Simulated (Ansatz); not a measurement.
# BH3Cl− (SMILES [H][B-]([H])([H])Cl) at wB97X/STO-3G

Aim: the energy change on altering one bond length of BH3Cl− at wB97X/STO-3G, from 2 runs. 

The calculation is run with Ansatz 0.2.0.

6 further runs of the same task are left out: 6 that didn't finish.

## Step 1: Starting point

BH3Cl−: 5 atoms, total charge -1, spin state singlet. As SMILES, `[H][B-]([H])([H])Cl`. The coordinates come from a GFN2-xTB relaxation.

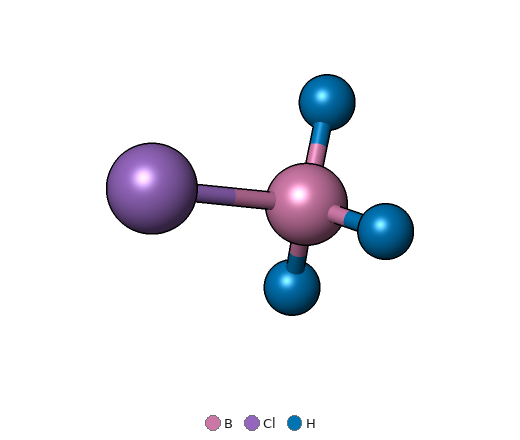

Viewed from a chosen angle; boron pink, chlorine purple, hydrogen blue.

## Step 2: The energy at wB97X/STO-3G

Contents of molecule.yaml:

```yaml
crystal:
  periodic: [false, false, false]
  atoms:
    - {symbol: B, position_ang: [-0.001280, 0.001630, -0.167010]}
    - {symbol: Cl, position_ang: [0.013600, -0.021140, 1.707330]}
    - {symbol: H, position_ang: [1.152300, 0.011380, -0.522240]}
    - {symbol: H, position_ang: [-0.586640, 1.005700, -0.497000]}
    - {symbol: H, position_ang: [-0.577980, -0.997580, -0.521080]}
basis:
  gaussian:
    orbitals: STO-3G
total_charge: -1
hamiltonian:
  xc: {name: wB97X}
accuracy: high
```

Run with:

```
$ ansatz run molecule.yaml --threads 1 --pin off --max-ram 2610MiB --events-out events.jsonl --progress --plain --runs-dir runs
```

The program printed:

```text
Warning: RAYON_NUM_THREADS=1 ignored (pool sized by the plan → 1); use --threads N
Functional definition: wB97X
  name "wB97X"
  parameter omega = 0.3/bohr
  parameter cx = 0.157706
  parameter cx1 = 0.726479
  parameter cx2 = 1.04760
  parameter cx3 = -5.70635
  parameter cx4 = 13.2794
  parameter css1 = -4.33879
  parameter css2 = 18.2308
  parameter css3 = -31.7430
  parameter css4 = 17.2901
  parameter cos1 = 2.37031
  parameter cos2 = -11.3995
  parameter cos3 = 6.58405
  parameter cos4 = -3.78132
  exchange = spin_sum(e_x_unif_sr(omega)*poly(b97_u_x, 1 - cx, cx1, cx2, cx3, cx4)) + cx*exact_x_sr(omega)
      + exact_x_lr(omega)
  correlation = spin_sum(e_c_pw_same_spin*poly(b97_u_same, 1, css1, css2, css3, css4))
      + integral(e_c_pw_opposite_spin*poly(b97_u_opposite, 1, cos1, cos2, cos3, cos4))
282 factors; integrals over basis functions are off by at most 2.4e-8 eV
137 factors; integrals over basis functions are off by at most 5.6e-10 eV
mean field evaluation 1: about -13102.0978 eV, gradient 1.4e1 eV
mean field evaluation 2: about -13102.8514 eV, gradient 4.5e0 eV
mean field evaluation 4: about -13102.9153 eV, gradient 2.9e-2 eV
mean field evaluation 8: about -13102.8812 eV, gradient 5.6e-4 eV
mean field -13102.88123801 eV, -481.5220040449 hartree, gradient 2.6e-8 eV, S^2 0.000000; 0 other end points of the search recorded, 0 dependent functions left out
reference -13102.88123656 eV, -481.5220039916 hartree; 13, 13 occupied and 4, 4 virtual orbitals, 282 factors
Total energy: -13102.88123656 eV, -481.5220039916 hartree
```

It took 5.7 s on 1 thread of Intel Xeon Platinum 8259CL at 2.50GHz (Skylake/Cascade Lake), shared host; peak memory 0.23 GiB.

## Step 3: The distorted shape at the same level

Contents of input.yaml:

```yaml
crystal:
  periodic: [false, false, false]
  atoms:
    - {symbol: B, position_ang: [-0.289633, -0.000807, -0.078215]}
    - {symbol: Cl, position_ang: [-0.274753, -0.023577, 1.796125]}
    - {symbol: H, position_ang: [1.152300, 0.011380, -0.522240]}
    - {symbol: H, position_ang: [-0.874993, 1.003263, -0.408205]}
    - {symbol: H, position_ang: [-0.866333, -1.000017, -0.432285]}
basis:
  gaussian:
    orbitals: STO-3G
total_charge: -1
hamiltonian:
  xc: {name: wB97X}
accuracy: high
```

Run with:

```
$ ansatz run input.yaml --threads 1 --pin off --max-ram 2610MiB --events-out events.jsonl --progress --plain --runs-dir runs
```

The program printed, cut to the lines that bear on the results:

```text
Warning: RAYON_NUM_THREADS=1 ignored (pool sized by the plan → 1); use --threads N
[... 2 set-up lines as earlier in the session ...]
[...]
      + exact_x_lr(omega)
[...]
      + integral(e_c_pw_opposite_spin*poly(b97_u_opposite, 1, cos1, cos2, cos3, cos4))
281 factors; integrals over basis functions are off by at most 3.3e-8 eV
137 factors; integrals over basis functions are off by at most 6.1e-10 eV
[...]
mean field -13101.88932210 eV, -481.4855518076 hartree, gradient 9.7e-8 eV, S^2 0.000000; 0 other end points of the search recorded, 0 dependent functions left out
reference -13101.88932061 eV, -481.4855517530 hartree; 13, 13 occupied and 4, 4 virtual orbitals, 281 factors
Total energy: -13101.88932061 eV, -481.4855517530 hartree
```

Wall time 5.1 s (1 thread of Intel Xeon Platinum 8259CL at 2.50GHz (Skylake/Cascade Lake), shared host); peak memory 0.23 GiB.

## Step 4: Summary of results

At wB97X/STO-3G:

| quantity | value |
| --- | --- |
| first shape: total energy | -481.52200 Eh |
| distorted shape: total energy | -481.48555 Eh |
| energy change with the B1–H3 bond stretched from 1.207 to 1.509 Å | 0.992 eV |

What this shows: With the B1–H3 bond stretched from 1.207 to 1.509 Å the energy rises by 0.99 eV (95.7 kJ/mol). The first shape isn't relaxed at this level, so the change isn't measured from a minimum. The minimal basis adds a large error of its own.
